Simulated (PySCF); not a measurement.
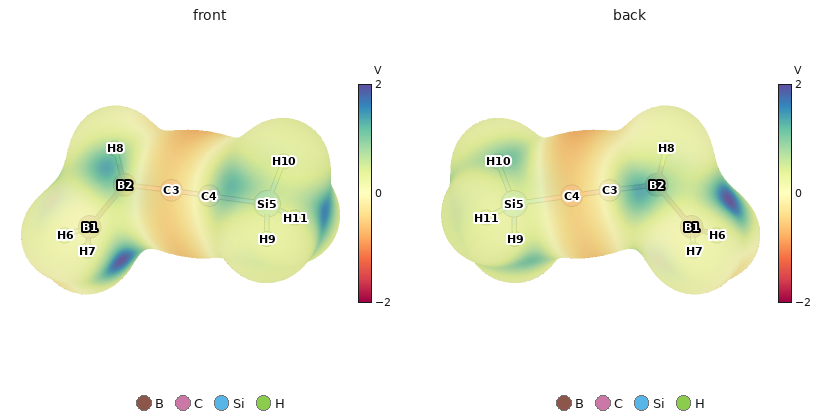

The picture shows: C2H6B2Si. The molecular electrostatic potential painted on the density surface at 0.002 e/bohr³, seen from the front and from behind; the colour scale runs from red (negative) to blue (positive).

Geometry: GFN2-xTB.

All numbers below come from CAM-B3LYP/def2-SVPD, SCF density, gas phase in PySCF.

Input

```
{"job": {"kind": "uv", "xc": "CAM-B3LYP", "basis": "def2-SVPD", "nstates": 8, "ntriplets": 3}, "charge": 0, "multiplicity": 1}
B      2.830350     0.370923    -0.054286
B      1.676862    -0.711160    -0.436920
C      0.223218    -0.431680    -0.189925
C     -0.949711    -0.178629     0.011655
Si    -2.730913     0.207227     0.298470
H      3.379179     0.375049     0.983063
H      3.189290     1.197069    -0.806841
H      1.920786    -1.753177    -0.930017
H     -2.842012     1.064942     1.482530
H     -3.466627    -1.043578     0.508406
H     -3.224998     0.905684    -0.892098
```

Command:

```sh
OMP_NUM_THREADS=1 python probes_run.py task.json out
```

**Which sites attract a positive test charge, and which a negative one?**

A positive charge is drawn to the negative regions and a negative charge to the positive ones. The most negative region (about −0.7 V, or −16 kcal/mol for a unit charge) lies over C3 and C4, the most positive (about +1.8 V, or +42 kcal/mol for a unit charge) over B1.

**How polar is the molecule by this calculation?**

Its dipole moment is 0.53 D.
